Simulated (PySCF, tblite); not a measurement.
# C5H11NO: dynamics, then NMR shifts on frames, part 2 of 2

tblite 0.8.0 and PySCF 2.14.0. Atoms count from 0. Earlier steps stand in the parts before.

## (5) Nuclear shieldings: 625 fs, PBE0/pcSseg-1

The job: settings as JSON, then the geometry in Å.

```
{"job": {"kind": "nmr", "xc": "PBE0", "basis": "pcSseg-1", "pop": false}, "charge": 0, "multiplicity": 1}
C      1.893900    -0.918300     1.856500
C      1.952300    -0.589600     0.285900
C      0.656100    -1.020000    -0.339500
O      0.634800    -2.082900    -0.990000
N     -0.532500    -0.327900    -0.208400
C     -0.598500     0.757600     0.671300
C     -1.615500    -0.922100    -0.916300
H      1.465000    -1.797600     1.920000
H      2.902000    -0.917000     2.215900
H      1.391600    -0.213100     2.506600
H      2.222400     0.460500     0.216300
H      2.792000    -1.271100    -0.026400
H     -0.496600     1.664600    -0.015500
H     -1.564000     0.735400     1.212000
H      0.163700     0.854600     1.475800
H     -2.359300    -1.192800    -0.175600
H     -2.025700    -0.153900    -1.504400
H     -1.404300    -1.771000    -1.593600
```

With the program's defaults for keys left out, this is: GIAO PBE0/pcSseg-1 NMR shielding, non-relativistic, gas phase.

Standard output:

```text
coarse grid: 14400 points
cycle   1  E = -326.4615936284  dE =  9.336e-01  |g| = 8.810e-01  |ddm| = 3.569e+00
cycle   2  E = -325.8613163969  dE =  6.003e-01  |g| = 1.926e+00  |ddm| = 2.786e+00
cycle   3  E = -326.6115693931  dE = -7.503e-01  |g| = 2.076e-01  |ddm| = 2.236e+00
cycle   4  E = -326.6204274438  dE = -8.858e-03  |g| = 8.745e-02  |ddm| = 2.272e-01
cycle   5  E = -326.6220209663  dE = -1.594e-03  |g| = 2.473e-02  |ddm| = 6.986e-02
cycle   6  E = -326.6221409762  dE = -1.200e-04  |g| = 7.241e-03  |ddm| = 2.019e-02
cycle   7  E = -326.6221514966  dE = -1.052e-05  |g| = 1.442e-03  |ddm| = 5.730e-03
cycle   8  E = -326.6221518892  dE = -3.926e-07  |g| = 5.201e-04  |ddm| = 1.669e-03
final grid: 137336 points
cycle   9  E = -326.6734890737  dE = -3.867e-05  |g| = 1.200e-02  |ddm| = 3.132e-02
cycle  10  E = -326.6734188201  dE =  7.025e-05  |g| = 2.249e-02  |ddm| = 2.457e-02
cycle  11  E = -326.6735175864  dE = -9.877e-05  |g| = 3.066e-03  |ddm| = 1.808e-02
cycle  12  E = -326.6735195356  dE = -1.949e-06  |g| = 2.459e-04  |ddm| = 2.397e-03
cycle  13  E = -326.6735195465  dE = -1.089e-08  |g| = 1.199e-04  |ddm| = 3.051e-04
cycle  14  E = -326.6735195492  dE = -2.726e-09  |g| = 4.468e-05  |ddm| = 1.137e-04
cycle  15  E = -326.6735195496  dE = -4.222e-10  |g| = 7.079e-06  |ddm| = 3.730e-05
converged SCF energy = -326.6735195496

GIAO shielding tensors (ppm)
atom      isotropic    diamagn.    paramagn.     s11        s22        s33       span
  0 C      174.594     246.443     -71.849    158.782    170.366    194.633     35.851
  1 C      152.981     248.306     -95.325    131.829    151.297    175.817     43.988
  2 C        2.432     245.759    -243.327    -88.290      2.408     93.178    181.468
  3 O     -147.421     401.933    -549.354   -461.319   -238.238    257.293    718.612
  4 N      148.153     334.377    -186.224     12.169    161.996    270.295    258.126
  5 C      150.612     247.551     -96.940    132.897    137.088    181.850     48.953
  6 C      157.091     245.040     -87.949    134.654    146.820    189.799     55.145
  7 H       33.357      32.566       0.791     29.438     31.974     38.659      9.221
  8 H       31.007      28.238       2.770     25.894     28.684     38.445     12.551
  9 H       30.674      30.867      -0.193     25.968     30.645     35.410      9.441
 10 H       28.998      31.316      -2.318     26.484     27.550     32.959      6.475
 11 H       27.945      28.763      -0.818     23.152     27.095     33.586     10.434
 12 H       27.145      29.849      -2.704     21.807     25.163     34.466     12.658
 13 H       28.586      30.357      -1.771     24.220     26.917     34.621     10.401
 14 H       27.082      31.991      -4.909     21.770     28.372     31.103      9.332
 15 H       29.980      29.884       0.096     24.609     28.185     37.146     12.537
 16 H       30.517      31.213      -0.697     25.290     28.559     37.701     12.411
 17 H       25.909      29.796      -3.887     20.471     26.721     30.534     10.063
```

It took 21 s on 1 thread of INTEL XEON PLATINUM 8581C at 2.10GHz, shared host; peak memory 0.82 GiB.

This run: δ C2 184.5, C5 36.3, C1 33.9, C6 29.8, H17 5.81, H14 4.64 ppm.

## (6) NMR shieldings: 800 fs, PBE0/pcSseg-1

The job: settings as JSON, then the geometry in Å.

```
{"job": {"kind": "nmr", "xc": "PBE0", "basis": "pcSseg-1", "pop": false}, "charge": 0, "multiplicity": 1}
C      2.103000    -1.116400     1.399200
C      2.032400    -0.949300    -0.113100
C      0.580900    -1.176100    -0.583100
O      0.261400    -2.050000    -1.379600
N     -0.359100    -0.488300     0.137700
C     -0.139800     0.835200     0.672100
C     -1.798000    -0.800500    -0.168400
H      2.309200    -2.219900     1.626400
H      2.942100    -0.581500     1.852100
H      1.213200    -0.710000     1.858200
H      2.398600     0.013300    -0.318900
H      2.750600    -1.631200    -0.536100
H     -0.556000     1.597600     0.045900
H     -0.614000     0.895900     1.679500
H      0.912200     1.094800     0.734800
H     -2.420000    -0.827000     0.730100
H     -2.207100     0.015000    -0.834400
H     -1.825800    -1.804800    -0.596000
```

Level: GIAO PBE0/pcSseg-1 NMR shielding, non-relativistic, gas phase.

Standard output:

```text
coarse grid: 14400 points
cycle   1  E = -326.4986064940  dE =  8.015e-01  |g| = 8.510e-01  |ddm| = 3.545e+00
cycle   2  E = -325.9891592694  dE =  5.094e-01  |g| = 1.815e+00  |ddm| = 2.398e+00
cycle   3  E = -326.6377261951  dE = -6.486e-01  |g| = 1.988e-01  |ddm| = 1.866e+00
cycle   4  E = -326.6459727180  dE = -8.247e-03  |g| = 7.988e-02  |ddm| = 2.159e-01
cycle   5  E = -326.6473165370  dE = -1.344e-03  |g| = 2.072e-02  |ddm| = 6.261e-02
cycle   6  E = -326.6473996393  dE = -8.310e-05  |g| = 6.381e-03  |ddm| = 1.656e-02
cycle   7  E = -326.6474075114  dE = -7.872e-06  |g| = 1.435e-03  |ddm| = 4.706e-03
final grid: 137336 points
cycle   8  E = -326.6987715465  dE = -1.924e-05  |g| = 1.370e-02  |ddm| = 2.474e-02
cycle   9  E = -326.6986714647  dE =  1.001e-04  |g| = 2.658e-02  |ddm| = 2.872e-02
cycle  10  E = -326.6988084846  dE = -1.370e-04  |g| = 2.943e-03  |ddm| = 2.044e-02
cycle  11  E = -326.6988102979  dE = -1.813e-06  |g| = 2.521e-04  |ddm| = 2.049e-03
cycle  12  E = -326.6988103083  dE = -1.042e-08  |g| = 1.312e-04  |ddm| = 3.311e-04
cycle  13  E = -326.6988103119  dE = -3.556e-09  |g| = 3.327e-05  |ddm| = 1.201e-04
cycle  14  E = -326.6988103121  dE = -2.241e-10  |g| = 9.058e-06  |ddm| = 3.150e-05
converged SCF energy = -326.6988103121

GIAO shielding tensors (ppm)
atom      isotropic    diamagn.    paramagn.     s11        s22        s33       span
  0 C      166.613     247.308     -80.695    147.399    167.689    184.752     37.353
  1 C      160.024     250.635     -90.612    139.115    157.183    183.773     44.658
  2 C        4.407     245.263    -240.857    -83.186     13.013     83.393    166.579
  3 O     -137.891     400.832    -538.724   -478.532   -241.825    306.682    785.214
  4 N      144.497     330.302    -185.805     42.985    164.733    225.774    182.789
  5 C      147.859     248.379    -100.519    126.641    135.228    181.709     55.067
  6 C      144.047     245.787    -101.740    114.500    135.634    182.006     67.505
  7 H       28.802      27.061       1.741     24.370     26.635     35.400     11.030
  8 H       30.333      28.491       1.841     26.870     27.348     36.780      9.909
  9 H       30.179      30.898      -0.719     25.030     30.957     34.550      9.520
 10 H       30.155      33.399      -3.244     27.637     28.432     34.396      6.758
 11 H       29.811      29.947      -0.136     25.261     28.528     35.645     10.385
 12 H       29.673      32.050      -2.377     25.667     27.259     36.092     10.425
 13 H       28.305      30.082      -1.777     24.854     25.643     34.417      9.563
 14 H       28.517      32.580      -4.063     23.769     29.861     31.921      8.151
 15 H       29.251      29.734      -0.483     25.261     27.336     35.156      9.896
 16 H       28.630      29.072      -0.442     24.177     26.536     35.177     11.000
 17 H       26.738      30.216      -3.478     21.553     26.923     31.738     10.185
```

Wall time 22 s (1 thread of INTEL XEON PLATINUM 8581C at 2.10GHz, shared host); peak memory 0.82 GiB.

This run: δ C2 182.5, C6 42.9, C5 39.1, C1 26.9, H17 4.98, H13 3.41 ppm.

## (7) NMR shieldings: 1000 fs, PBE0/pcSseg-1

The job: settings as JSON, then the geometry in Å.

```
{"job": {"kind": "nmr", "xc": "PBE0", "basis": "pcSseg-1", "pop": false}, "charge": 0, "multiplicity": 1}
C      2.533200    -1.536600     1.071200
C      2.047400    -0.665800    -0.044200
C      0.668900    -1.059900    -0.516300
O      0.581900    -2.045500    -1.252500
N     -0.448400    -0.384100    -0.072000
C     -0.309000     0.748400     0.859900
C     -1.698300    -0.839600    -0.557800
H      2.561600    -2.598600     0.814200
H      3.465600    -1.221100     1.454400
H      1.868500    -1.395500     1.933000
H      2.089900     0.362700     0.278000
H      2.688900    -0.695000    -0.894400
H     -0.019200     1.659500     0.313400
H     -1.329100     0.916500     1.287600
H      0.334000     0.457600     1.682600
H     -1.889900    -1.860600    -0.199400
H     -2.614000    -0.294300    -0.314900
H     -1.707200    -0.896300    -1.709400
```

Level: GIAO PBE0/pcSseg-1 NMR shielding, non-relativistic, gas phase.

Standard output:

```text
coarse grid: 14400 points
cycle   1  E = -326.4980346266  dE =  8.689e-01  |g| = 8.683e-01  |ddm| = 3.567e+00
cycle   2  E = -325.9246658361  dE =  5.734e-01  |g| = 1.894e+00  |ddm| = 2.645e+00
cycle   3  E = -326.6448911793  dE = -7.202e-01  |g| = 1.972e-01  |ddm| = 2.104e+00
cycle   4  E = -326.6528778723  dE = -7.987e-03  |g| = 8.457e-02  |ddm| = 2.200e-01
cycle   5  E = -326.6544175953  dE = -1.540e-03  |g| = 2.006e-02  |ddm| = 6.554e-02
cycle   6  E = -326.6544920929  dE = -7.450e-05  |g| = 7.373e-03  |ddm| = 1.690e-02
cycle   7  E = -326.6545028761  dE = -1.078e-05  |g| = 1.517e-03  |ddm| = 5.479e-03
cycle   8  E = -326.6545033105  dE = -4.345e-07  |g| = 5.351e-04  |ddm| = 1.728e-03
final grid: 137336 points
cycle   9  E = -326.7048832677  dE = -3.643e-05  |g| = 1.239e-02  |ddm| = 3.106e-02
cycle  10  E = -326.7048129949  dE =  7.027e-05  |g| = 2.267e-02  |ddm| = 2.506e-02
cycle  11  E = -326.7049141588  dE = -1.012e-04  |g| = 3.294e-03  |ddm| = 1.793e-02
cycle  12  E = -326.7049163749  dE = -2.216e-06  |g| = 2.343e-04  |ddm| = 2.384e-03
cycle  13  E = -326.7049163836  dE = -8.763e-09  |g| = 1.334e-04  |ddm| = 3.318e-04
cycle  14  E = -326.7049163873  dE = -3.644e-09  |g| = 3.844e-05  |ddm| = 1.268e-04
cycle  15  E = -326.7049163876  dE = -3.033e-10  |g| = 9.573e-06  |ddm| = 3.397e-05
converged SCF energy = -326.7049163876

GIAO shielding tensors (ppm)
atom      isotropic    diamagn.    paramagn.     s11        s22        s33       span
  0 C      176.421     245.477     -69.056    165.317    174.583    189.363     24.046
  1 C      160.716     252.007     -91.290    145.214    156.001    180.934     35.720
  2 C        2.854     246.948    -244.093    -83.937      6.265     86.236    170.173
  3 O     -139.638     402.116    -541.755   -494.087   -247.383    322.555    816.642
  4 N      152.243     333.273    -181.030     30.178    164.151    262.402    232.224
  5 C      142.920     247.808    -104.888    116.133    133.639    178.988     62.856
  6 C      149.470     242.624     -93.154    130.703    135.611    182.095     51.392
  7 H       30.095      27.415       2.680     25.636     28.309     36.341     10.706
  8 H       31.440      27.909       3.531     27.308     28.082     38.928     11.620
  9 H       30.672      30.097       0.575     25.686     30.589     35.742     10.056
 10 H       29.811      34.174      -4.363     25.923     30.279     33.230      7.307
 11 H       30.310      30.903      -0.593     26.735     28.224     35.971      9.236
 12 H       27.852      31.104      -3.253     24.276     25.451     33.828      9.553
 13 H       28.368      30.438      -2.070     23.949     27.693     33.461      9.512
 14 H       28.256      32.024      -3.768     23.701     28.611     32.455      8.754
 15 H       28.348      29.359      -1.011     23.485     26.180     35.378     11.893
 16 H       29.058      29.644      -0.586     25.275     27.202     34.698      9.423
 17 H       27.175      28.366      -1.191     22.730     24.945     33.849     11.119
```

It took 23 s on 1 thread of INTEL XEON PLATINUM 8581C at 2.10GHz, shared host; peak memory 0.82 GiB.

In short: δ C2 184.1, C5 44.0, C6 37.5, C1 26.2, H17 4.54, H12 3.87 ppm.

## (8) Comparing the runs: NMR shifts

Shifts (ppm) of some atoms, chosen among heavy atoms and hydrogens apart, with basis size and wall time:

```csv
frame,C2,C6,C0,H12,H7,O3,N4,functions,time
250 fs,167.3,38.1,12.1,4.06,0.67,406.0,110.4,174,22 s
425 fs,180.6,37.6,8.6,2.84,0.81,455.4,118.6,174,21 s
625 fs,184.5,29.8,12.3,4.57,-1.64,483.5,119.6,174,21 s
800 fs,182.5,42.9,20.3,2.04,2.92,474.0,123.2,174,22 s
1000 fs,184.1,37.5,10.5,3.87,1.62,475.7,115.5,174,23 s
```

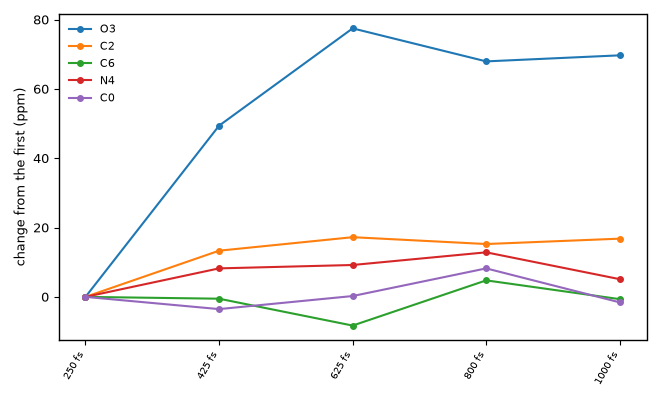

How five of the tabulated atoms move from run to run.

## (9) Outcome

What follows sums up all 2 parts.

```
                                      quantity                                                                 value
                                    thermostat                                                                 300 K
                 mean temperature, second half                                                                 307 K
       mean potential energy above the minimum                                                               0.72 eV
13C shifts against TMS (PBE0/pcSseg-1, 250 fs)                                     167.3, 40.4, 38.1, 27.6, 12.1 ppm
 1H shifts against TMS (PBE0/pcSseg-1, 250 fs)  4.36, 4.06, 3.60, 3.49, 3.28, 2.04, 1.86, 1.85, 1.23, 0.67, 0.58 ppm
17O shifts against H2O (PBE0/pcSseg-1, 250 fs)                                                             406.0 ppm
15N shifts against NH3 (PBE0/pcSseg-1, 250 fs)                                                             110.4 ppm
                      range of the shift of O3                                                    406.0 to 483.5 ppm
```

**Reading.** In the second half the potential energy averages 0.72 eV above the minimum; equipartition over 48 harmonic modes at 300 K would give 0.62 eV. With 18 atoms the temperature swings widely (170 to 449 K). Shifts at one fixed geometry are not the observed spectrum, which averages over the motion. In the first frame run (250 fs): The largest span, 726 ppm, is at O3, where the paramagnetic term is -473 ppm. In ppm, O3 moves most: its shift spreads over 77.5 ppm, from 406.0 (250 fs) to 483.5 (625 fs).
